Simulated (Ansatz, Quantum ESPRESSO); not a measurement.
# Li3HSe (Pm-3m): Raman and infrared activity, part 2 of 3

Wanted: vibrational spectra of Li3HSe (Pm-3m) from linear and non-linear response.

Quantum ESPRESSO 8.0 development, patched; DFT LDA, scalar-relativistic, plane waves, PseudoDojo norm-conserving pseudopotentials.

So far. Step 2 (A probe with smearing): A gap of 1.8 eV opens on this mesh, so the crystal is taken as an insulator; the start stands at -4.2 GPa. Step 4 (Ground state): The cell stands at -0.002 GPa, close enough for phonons. The relaxed cell has a = 4.680 Å (conventional setting).

**5. Linear response at Γ**

At q = 0 one unit cell holds all displacements; symmetry groups them into irreducible representations that are solved one by one. The response to a field gives ε∞ and the Born charges, which polar modes need. Third-order response adds the Raman tensors.

The input, ph.in:

```
phonons
 &inputph
    prefix='x',
    outdir='./tmp',
    fildyn='g.dyn',
    tr2_ph=1.0d-18,
    epsil=.true.,
    lraman=.true.,
    elop=.true.,
 /
0.000000000000 0.000000000000 0.000000000000
```

The run is started by

```console
OMP_NUM_THREADS=1 mpirun -n 4 ph.x -nk 4 -in ph.in > ph.out
```

What it wrote:

```text
[banners, grids, parts of the stress and lines that vanish by symmetry left out]
[banner, memory and clock lines left out]
Program PHONON v.8.0dev

[...]
(   1q-points):
[...]
Exchange-correlation= PW
                           (   1   4   0   0   0   0   0)
[...]
kinetic-energy cut-off    =      86.0000  Ry
     charge density cut-off    =     344.0000  Ry
     convergence threshold     =      1.0E-18
[...]
Exchange-correlation= PW
                           (   1   4   0   0   0   0   0)
[...]
q = (   0.0000000   0.0000000   0.0000000 )
     49 Sym.Ops. (with q -> -q+G )
     G cutoff =  681.6628  (  74509 G-vectors)     FFT grid: ( 54, 54, 54)
     number of k points=    20
[...]
Mode symmetry, O_h (m-3m)  point group:
[...]
Dielectric constant
[...]
End of electric fields calculation
          Dielectric constant in cartesian axis
          (       4.253236348       0.000000000       0.000000000 )
          (       0.000000000       4.253236348       0.000000000 )
          (       0.000000000       0.000000000       4.253236348 )
          Effective charges (d Force / dE) in cartesian axis without acoustic sum rule applied (asr)
           atom    1  H     Mean Z*:       -1.40993
      Ex  (       -1.40993        0.00000        0.00000 )
      Ey  (        0.00000       -1.40993        0.00000 )
      Ez  (        0.00000        0.00000       -1.40993 )
           atom    2  Se    Mean Z*:       -1.76947
      Ex  (       -1.76947        0.00000        0.00000 )
      Ey  (        0.00000       -1.76947        0.00000 )
      Ez  (        0.00000        0.00000       -1.76947 )
           atom    3  Li    Mean Z*:        1.05943
      Ex  (        0.96419        0.00000        0.00000 )
      Ey  (        0.00000        0.96419        0.00000 )
      Ez  (        0.00000        0.00000        1.24993 )
           atom    4  Li    Mean Z*:        1.05943
      Ex  (        0.96419        0.00000        0.00000 )
      Ey  (        0.00000        1.24993        0.00000 )
      Ez  (        0.00000        0.00000        0.96419 )
           atom    5  Li    Mean Z*:        1.05943
      Ex  (        1.24993        0.00000        0.00000 )
      Ey  (        0.00000        0.96419        0.00000 )
      Ez  (        0.00000        0.00000        0.96419 )
          Effective charges Sum: Mean:       -0.00110
[...]
Effective charges (d Force / dE) in cartesian axis with asr applied:
           atom    1  H     Mean Z*:       -1.40971
[...]
atom    2  Se    Mean Z*:       -1.76925
[...]
atom    3  Li    Mean Z*:        1.05965
[...]
atom    4  Li    Mean Z*:        1.05965
[...]
atom    5  Li    Mean Z*:        1.05965
[...]
Dielectric constant from finite-differences
          (       4.253027178       0.000000000       0.000000000 )
          (       0.000000000       4.253027178       0.000000000 )
          (       0.000000000       0.000000000       4.253027178 )
[...]
(       0.000000000       0.000000000       0.000000000 )
          (       0.000000000       0.000000000      -0.000000000 )
          (       0.000000000       0.000000000       0.000000000 )
          (       0.000000000       0.000000000       0.000000000 )
          (       0.000000000       0.000000000       0.000000000 )
          (       0.000000000       0.000000000       0.000000000 )
          (       0.000000000      -0.000000000       0.000000000 )
          (      -0.000000000       0.000000000       0.000000000 )
[...]
(       0.000000000       0.000000000       0.000000000 )
          (       0.000000000       0.000000000       0.000000000 )
          (       0.000000000      -0.000000000       0.000000000 )
          (      -0.000000000       0.000000000       0.000000000 )
          (       0.000000000       0.000000000       0.000000000 )
[...]
Representation #   1 modes #   1   2   3
[...]
End of self-consistent calculation
     Convergence has been achieved
     Representation #   2 modes #   4   5   6
[...]
End of self-consistent calculation
     Convergence has been achieved
     Representation #   3 modes #   7   8   9
[...]
End of self-consistent calculation
     Convergence has been achieved
     Representation #   4 modes #  10  11  12
[...]
End of self-consistent calculation
     Convergence has been achieved
     Representation #   5 modes #  13  14  15
[...]
End of self-consistent calculation
     Convergence has been achieved
[...]
Dielectric constant in cartesian axis
          (       4.253236348       0.000000000       0.000000000 )
          (       0.000000000       4.253236348       0.000000000 )
          (       0.000000000       0.000000000       4.253236348 )
          Effective charges (d Force / dE) in cartesian axis without acoustic sum rule applied (asr)
           atom    1  H     Mean Z*:       -1.40993
      Ex  (       -1.40993        0.00000        0.00000 )
      Ey  (        0.00000       -1.40993        0.00000 )
      Ez  (        0.00000        0.00000       -1.40993 )
           atom    2  Se    Mean Z*:       -1.76947
      Ex  (       -1.76947        0.00000        0.00000 )
      Ey  (        0.00000       -1.76947        0.00000 )
      Ez  (        0.00000        0.00000       -1.76947 )
           atom    3  Li    Mean Z*:        1.05943
      Ex  (        0.96419        0.00000        0.00000 )
      Ey  (        0.00000        0.96419        0.00000 )
      Ez  (        0.00000        0.00000        1.24993 )
           atom    4  Li    Mean Z*:        1.05943
      Ex  (        0.96419        0.00000        0.00000 )
      Ey  (        0.00000        1.24993        0.00000 )
      Ez  (        0.00000        0.00000        0.96419 )
           atom    5  Li    Mean Z*:        1.05943
      Ex  (        1.24993        0.00000        0.00000 )
      Ey  (        0.00000        0.96419        0.00000 )
      Ez  (        0.00000        0.00000        0.96419 )
          Effective charges Sum: Mean:       -0.00110
[...]
Effective charges (d Force / dE) in cartesian axis with asr applied:
           atom    1  H     Mean Z*:       -1.40971
[...]
atom    2  Se    Mean Z*:       -1.76925
[...]
atom    3  Li    Mean Z*:        1.05965
[...]
atom    4  Li    Mean Z*:        1.05965
[...]
atom    5  Li    Mean Z*:        1.05965
[...]
q = (    0.000000000   0.000000000   0.000000000 )
[...]
freq (    1) =     -11.556528 [THz] =    -385.484293 [cm-1]
     freq (    2) =     -11.556528 [THz] =    -385.484293 [cm-1]
     freq (    3) =     -11.556528 [THz] =    -385.484293 [cm-1]
     freq (    4) =      -4.255927 [THz] =    -141.962459 [cm-1]
     freq (    5) =      -4.255927 [THz] =    -141.962459 [cm-1]
     freq (    6) =      -4.255927 [THz] =    -141.962459 [cm-1]
     freq (    7) =      -0.102351 [THz] =      -3.414059 [cm-1]
     freq (    8) =      -0.102351 [THz] =      -3.414059 [cm-1]
     freq (    9) =      -0.102351 [THz] =      -3.414059 [cm-1]
     freq (   10) =       6.713947 [THz] =     223.953157 [cm-1]
     freq (   11) =       6.713947 [THz] =     223.953157 [cm-1]
     freq (   12) =       6.713947 [THz] =     223.953157 [cm-1]
     freq (   13) =      17.060229 [THz] =     569.067995 [cm-1]
     freq (   14) =      17.060229 [THz] =     569.067995 [cm-1]
     freq (   15) =      17.060229 [THz] =     569.067995 [cm-1]
[...]
Mode symmetry, O_h (m-3m)  point group:
     freq (   1-   3) =       -385.5  [cm-1]   --> T_1u G_15  G_4- I
     freq (   4-   6) =       -142.0  [cm-1]   --> T_2u G_25  G_5-
     freq (   7-   9) =         -3.4  [cm-1]   --> T_1u G_15  G_4- I
     freq (  10-  12) =        224.0  [cm-1]   --> T_1u G_15  G_4- I
     freq (  13-  15) =        569.1  [cm-1]   --> T_1u G_15  G_4- I
```

It took 11 min on 4 MPI ranks of Intel Xeon 6975P-C (Granite Rapids), shared host; 42 min of CPU time.

Read from the output:

* miss of the charge sum rule: 0.001090 e
* largest acoustic frequency at the zone centre before the sum rule: -3.41 cm⁻¹
* highest optical zone-centre mode (no LO-TO term): 569.1 cm⁻¹
* lowest optical zone-centre mode: -385.5 cm⁻¹
* mean high-frequency dielectric constant: 4.253
* largest Born charge in size (third of the trace): 1.770 e

Born charge (rows field, columns displacement), before the sum rule (e), principal values of the symmetric part by kind of site:

```csv
atom,atoms with these values,low,middle,high,mean
H1,1,-1.41,-1.41,-1.41,-1.41
Se2,1,-1.77,-1.77,-1.77,-1.77
Li3,3,0.96,0.96,1.25,1.06
```

In full for H1:

```
-1.41  0.00  0.00
 0.00 -1.41  0.00
 0.00  0.00 -1.41
```

High-frequency dielectric tensor:

```
4.25 0.00 0.00
0.00 4.25 0.00
0.00 0.00 4.25
```

The acoustic modes at Γ come out as far as 3.4 cm⁻¹ from zero, where they should vanish, a small numerical error; the Born charges miss their sum rule by 0.0011 e, which is good. The lowest optical mode is imaginary, 385i cm⁻¹, an instability at this level and on this k mesh.

**6. Modes with the sum rule**

A rigid shift of the crystal must cost nothing, but grids and finite bases break this; the acoustic sum rule is imposed before the matrix is diagonalised again. With Born charges the intensities follow; a static dielectric tensor has no meaning with imaginary modes.

The input, dynmat.in:

```
 &input
    fildyn='g.dyn',
    asr='simple',
    fileig='dynmat.eig',
    lperm=.true.,
 /
```

The run is started by

```console
dynmat.x -in dynmat.in > dynmat.out
```

What it wrote:

```text
[banner, memory and clock lines left out]
Program DYNMAT v.8.0dev

     Reading Dynamical Matrix from file g.dyn
     ...Force constants read
     ...epsilon and Z* read
     ...Raman cross sections read
     A direction for q was not specified:TO-LO splitting will be absent

     Polarizability (A^3 units)
     multiply by 0.479752 for Clausius-Mossotti correction (not under assume_isolated = 'mt')
        26.543944    0.000000    0.000000
         0.000000   26.543944    0.000000
         0.000000    0.000000   26.543944

     IR activities are in (D/A)^2/amu units

# mode   [cm-1]    [THz]      IR
    1   -385.44  -11.5551   48.3924
    2   -385.44  -11.5551   48.3924
    3   -385.44  -11.5551   48.3924
    4   -141.95   -4.2557    0.0000
    5   -141.95   -4.2557    0.0000
    6   -141.95   -4.2557    0.0000
    7     -0.00   -0.0000    0.0000
    8      0.00    0.0000    0.0000
    9      0.00    0.0000    0.0000
   10    224.00    6.7153    2.8269
   11    224.00    6.7153    2.8269
   12    224.00    6.7153    2.8269
   13    569.06   17.0601    6.5597
   14    569.06   17.0601    6.5597
   15    569.06   17.0601    6.5597

Electronic dielectric permittivity tensor (relative, adimensional)
         4.253236    0.000000    0.000000
         0.000000    4.253236    0.000000
         0.000000    0.000000    4.253236

 ... with zone-center polar mode contributions
         5.846562    0.000000    0.000000
         0.000000    5.846562   -0.000000
         0.000000   -0.000000    5.846562

[end of the log left out, with the tail of the file of modes that dynmat.x writes under the same name]
```

It took 0.61 s on 1 thread.

This step gave:

```yaml
lowest_optical_zone_centre_mode: -385.4 cm⁻¹
```

Unit eigenvectors of the mass-weighted matrix after the sum rule; no LO-TO term. Modes at Γ, with each element's share of the kinetic energy (negative means imaginary):

```csv
mode,frequency (cm⁻¹),H %,Se %,Li %
1,-385.4,67,2,31
2,-385.4,67,2,31
3,-385.4,67,2,31
4,-142.0,0,0,100
5,-142.0,0,0,100
6,-142.0,0,0,100
7,0.0,1,78,21
8,0.0,1,78,21
9,0.0,1,78,21
10,224.0,32,13,55
11,224.0,32,13,55
12,224.0,32,13,55
13,569.1,0,7,93
14,569.1,0,7,93
15,569.1,0,7,93
```

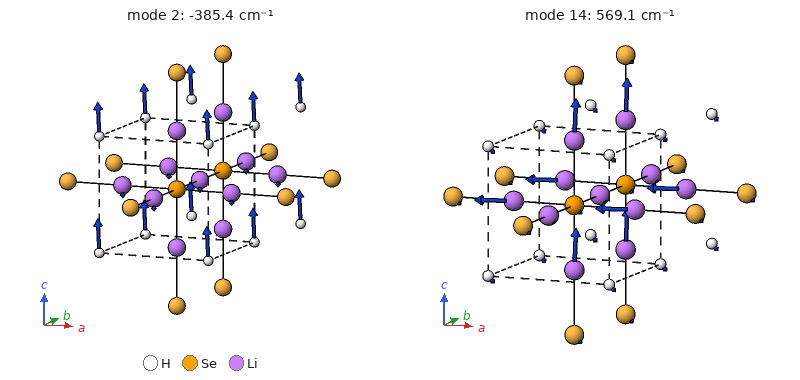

Displacement patterns of modes 2 and 14 at Γ; arrows are exaggerated. 1×2×1 cells are drawn. Some periodic images of atoms are drawn too.

Degenerate modes summed, no LO-TO term; imaginary modes left out. Infrared lines, with heights relative to the strongest:

```csv
position (cm⁻¹),lines merged,"IR intensity, relative"
224,3,43
569,3,100
```

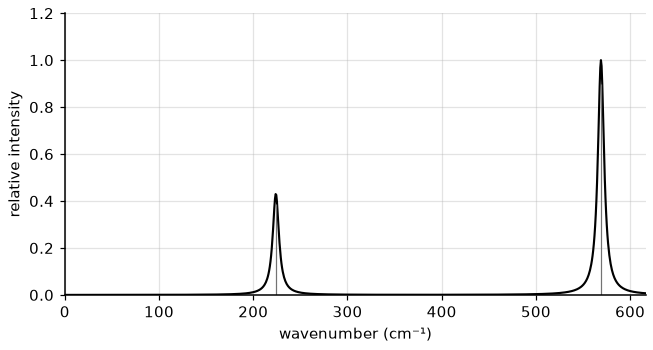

The infrared spectrum, broadened with Lorentzians of width 8 cm⁻¹; bars mark the lines.

The rule moves no optical mode by more than 0.1 cm⁻¹.

**7. Sum rules set otherwise (asr no)**

Without the rule the raw error of the acoustic modes shows.

The input, dynmat.in:

```
 &input
    fildyn='g.dyn',
    asr='no',
    fileig='dynmat.eig',
    lperm=.true.,
 /
```

The run is started by

```console
dynmat.x -in dynmat.in > dynmat.out
```

What it wrote:

```text
[banner, memory and clock lines left out]
Program DYNMAT v.8.0dev

     Reading Dynamical Matrix from file g.dyn
     ...Force constants read
     ...epsilon and Z* read
     ...Raman cross sections read
     A direction for q was not specified:TO-LO splitting will be absent

     Polarizability (A^3 units)
     multiply by 0.479752 for Clausius-Mossotti correction (not under assume_isolated = 'mt')
        26.543944    0.000000    0.000000
         0.000000   26.543944    0.000000
         0.000000    0.000000   26.543944

     IR activities are in (D/A)^2/amu units

# mode   [cm-1]    [THz]      IR
    1   -385.48  -11.5565   48.4032
    2   -385.48  -11.5565   48.4032
    3   -385.48  -11.5565   48.4032
    4   -141.96   -4.2559    0.0000
    5   -141.96   -4.2559    0.0000
    6   -141.96   -4.2559    0.0000
    7     -3.41   -0.1023    0.0000
    8     -3.41   -0.1023    0.0000
    9     -3.41   -0.1023    0.0000
   10    223.95    6.7139    2.8275
   11    223.95    6.7139    2.8275
   12    223.95    6.7139    2.8275
   13    569.07   17.0602    6.5581
   14    569.07   17.0602    6.5581
   15    569.07   17.0602    6.5581

Electronic dielectric permittivity tensor (relative, adimensional)
         4.253236    0.000000    0.000000
         0.000000    4.253236    0.000000
         0.000000    0.000000    4.253236

 ... with zone-center polar mode contributions
         5.847167   -0.000000   -0.000000
        -0.000000    5.847167    0.000000
        -0.000000    0.000000    5.847167

[end of the log left out, with the tail of the file of modes that dynmat.x writes under the same name]
```

Wall time 0.59 s (1 thread).

Numbers from this step:

* lowest optical zone-centre mode: -385.5 cm⁻¹

Zone-centre frequencies as printed; negative means imaginary. Modes:

```csv
mode,frequency (cm⁻¹)
1,-385.5
2,-385.5
3,-385.5
4,-142
5,-142
6,-142
7,-3.41
8,-3.41
9,-3.41
10,223.9
11,223.9
12,223.9
13,569.1
14,569.1
15,569.1
```

Against the first rule no mode moves by more than 3.5 cm⁻¹.

**8. Sum rules set otherwise: a sum rule for molecules or wires on a crystal**

This rule also removes rotations, which suits wires and not a crystal; it is tried to see the harm.

The input, dynmat.in:

```
 &input
    fildyn='g.dyn',
    asr='one-dim',
    fileig='dynmat.eig',
    lperm=.true.,
 /
```

The run is started by

```console
dynmat.x -in dynmat.in > dynmat.out
```

What it wrote:

```text
[banner, memory and clock lines left out]
Program DYNMAT v.8.0dev

     Reading Dynamical Matrix from file g.dyn
     ...Force constants read
     ...epsilon and Z* read
     ...Raman cross sections read
asr rotation axis in 1D system=    3
     Acoustic Sum Rule: || Z*(ASR) - Z*(orig)|| =    8.547280E-04
     Acoustic Sum Rule: ||dyn(ASR) - dyn(orig)||=    2.726891E-02
     Message from routine dynmat:
     WARNING: the charges keep any dipole. Ignore the strengths of the modes set to zero; with q typed a rigid rotation may get a frequency
     A direction for q was not specified:TO-LO splitting will be absent

     Polarizability (A^3 units)
     multiply by 0.479752 for Clausius-Mossotti correction (not under assume_isolated = 'mt')
        26.543944    0.000000    0.000000
         0.000000   26.543944    0.000000
         0.000000    0.000000   26.543944

     IR activities are in (D/A)^2/amu units

# mode   [cm-1]    [THz]      IR
    1   -406.18  -12.1769   52.1626
    2   -385.49  -11.5566   48.3962
    3   -385.49  -11.5566   48.3962
    4   -141.96   -4.2559    0.0000
    5   -141.96   -4.2559    0.0000
    6     -0.00   -0.0000    0.0522
    7      0.00    0.0000    0.0056
    8      0.00    0.0000    0.2893
    9      0.00    0.0000    0.2777
   10     89.66    2.6880    0.0575
   11    223.86    6.7111    2.8219
   12    223.86    6.7111    2.8219
   13    561.37   16.8294    4.9339
   14    569.06   17.0600    6.5610
   15    569.06   17.0600    6.5610

Electronic dielectric permittivity tensor (relative, adimensional)
         4.253236    0.000000    0.000000
         0.000000    4.253236    0.000000
         0.000000    0.000000    4.253236

 ... with zone-center polar mode contributions
         5.286911    0.559109   -0.000000
         0.559109    5.286911   -0.000000
        -0.000000   -0.000000    5.846020

[end of the log left out, with the tail of the file of modes that dynmat.x writes under the same name]
```

The job ended after 0.59 s (1 thread).

The program raised no error, yet the settings are not those of a careful run.

The fault: a sum rule for molecules or wires on a crystal; 1 optical mode is projected out to zero frequency, as if it were a rotation.

For a crystal the rule has to be 'simple' or 'crystal'.

Zone-centre frequencies as printed; negative means imaginary. Modes:

```csv
mode,frequency (cm⁻¹)
1,-406.2
2,-385.5
3,-385.5
4,-142
5,-142
6,0
7,0
8,0
9,0
10,89.66
11,223.9
12,223.9
13,561.4
14,569.1
15,569.1
```

**9. The LO-TO splitting (1 0 0)**

A longitudinal polar mode sets up a macroscopic field that stiffens it; the term hangs on the direction from which q goes to zero.

The input, dynmat.in:

```
 &input
    fildyn='g.dyn',
    asr='simple',
    fileig='dynmat.eig',
    q(1)=1.0,
    q(2)=0.0,
    q(3)=0.0,
 /
```

The run is started by

```console
dynmat.x -in dynmat.in > dynmat.out
```

What it wrote:

```text
[banner, memory and clock lines left out]
Program DYNMAT v.8.0dev

     Reading Dynamical Matrix from file g.dyn
     ...Force constants read
     ...epsilon and Z* read
     ...Raman cross sections read

     Polarizability (A^3 units)
     multiply by 0.479752 for Clausius-Mossotti correction (not under assume_isolated = 'mt')
        26.543944    0.000000    0.000000
         0.000000   26.543944    0.000000
         0.000000    0.000000   26.543944

     IR activities are in (D/A)^2/amu units

# mode   [cm-1]    [THz]      IR
    1   -385.44  -11.5551   48.3924
    2   -385.44  -11.5551   48.3924
    3   -141.95   -4.2557    0.0000
    4   -141.95   -4.2557    0.0000
    5   -141.95   -4.2557    0.0000
    6     -0.00   -0.0000    0.0000
    7      0.00    0.0000    0.0000
    8      0.00    0.0000    0.0000
    9    111.67    3.3479   10.6587
   10    224.00    6.7153    2.8269
   11    224.00    6.7153    2.8269
   12    331.00    9.9231   25.0223
   13    569.06   17.0601    6.5597
   14    569.06   17.0601    6.5597
   15    621.29   18.6257   22.0980

[end of the log left out, with the tail of the file of modes that dynmat.x writes under the same name]
```

It took 0.59 s on 1 thread.

Numbers from this step:

```
highest mode moved by the LO-TO term : 621.3 cm⁻¹
```

Zone-centre frequencies as printed; negative means imaginary. Modes:

```csv
mode,frequency (cm⁻¹)
1,-385.4
2,-385.4
3,-141.9
4,-141.9
5,-141.9
6,0
7,0
8,0
9,111.7
10,224
11,224
12,331
13,569.1
14,569.1
15,621.3
```

The field moves 3 modes; the highest of them now lies at 621 cm⁻¹, where the highest that moved away lay at 569.

(Continued in part 3 of 3.)

[Host names and launcher messages were left out of these logs when they were recorded.]

[Logs are printed without paths, hosts, clocks, repeated set-up lines and the standing remarks that a program may print on its own settings, such as how far it seeks lower states.]

[Hosts, paths, dates, database ids (printed as entryN), source tags and the programs' standing remarks are cut or masked in the printed files.]
